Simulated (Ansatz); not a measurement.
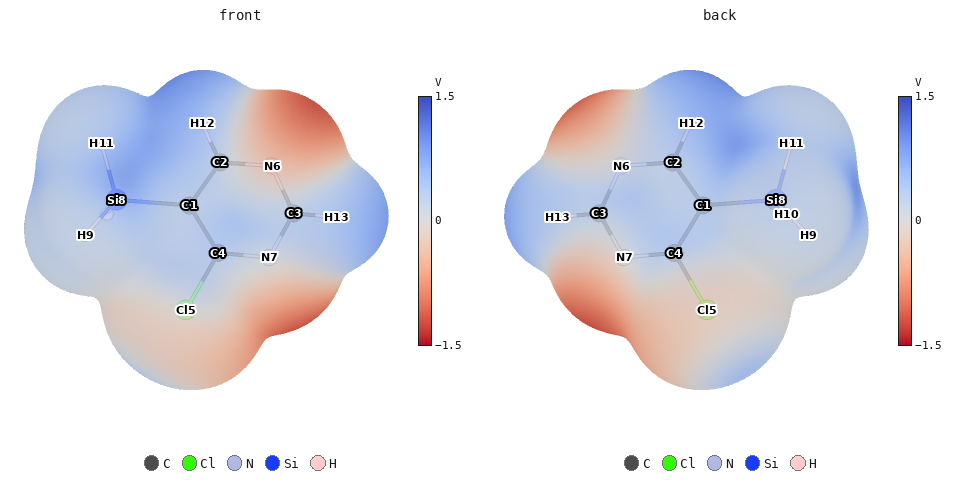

*C4H5ClN2Si (SMILES [SiH3]c1cncnc1Cl). The molecular electrostatic potential painted on the density surface at 0.001 e/bohr³, seen from the front and from behind; the colour scale runs from red (negative) to blue (positive).*

Geometry: PBE0-D3(BJ)/def2-SVP.

Theory: isolated molecule in a Gaussian basis; Kohn-Sham density functional theory, functional PBE0 in Ansatz.

Input

```
crystal:
  periodic: [false, false, false]
  atoms:
    - {symbol: C, position_ang: [-0.636482, -0.478464, -0.940492]}
    - {symbol: C, position_ang: [0.241067, 0.472079, -0.405946]}
    - {symbol: C, position_ang: [-1.168787, 2.161747, -0.902436]}
    - {symbol: C, position_ang: [-1.817041, 0.082921, -1.452383]}
    - {symbol: Cl, position_ang: [-3.006348, -0.970036, -2.150488]}
    - {symbol: "N", position_ang: [-0.011468, 1.779563, -0.381611]}
    - {symbol: N, position_ang: [-2.092516, 1.367241, -1.441854]}
    - {symbol: Si, position_ang: [-0.263864, -2.325124, -0.967024]}
    - {symbol: H, position_ang: [-0.227081, -2.828668, -2.369686]}
    - {symbol: H, position_ang: [-1.290989, -3.074733, -0.188914]}
    - {symbol: H, position_ang: [1.076573, -2.501039, -0.332947]}
    - {symbol: H, position_ang: [1.198475, 0.153880, 0.024524]}
    - {symbol: H, position_ang: [-1.394128, 3.234367, -0.891517]}
basis:
  gaussian: {orbitals: def2-SVPD}
hamiltonian: {xc: pbe0}
output: {forces: true, orbitals: {seedname: orbitals}}
```

Launched as:

```sh
ansatz run input.yaml --threads 2 --pin off --max-ram 5220MiB --events-out events.jsonl --progress --plain --runs-dir runs
```

Where is the surface potential most negative and most positive?

Answer. The most negative region (about −1.2 V) lies over N6 and N7, the most positive (about +1.0 V) over Si8 and H12. Cl5 shows a σ-hole: about +0.5 V at the tip opposite its bond, against about −0.3 V on its flanks.

What dipole moment does the calculation give?

Answer. Its dipole moment is 1.58 D.
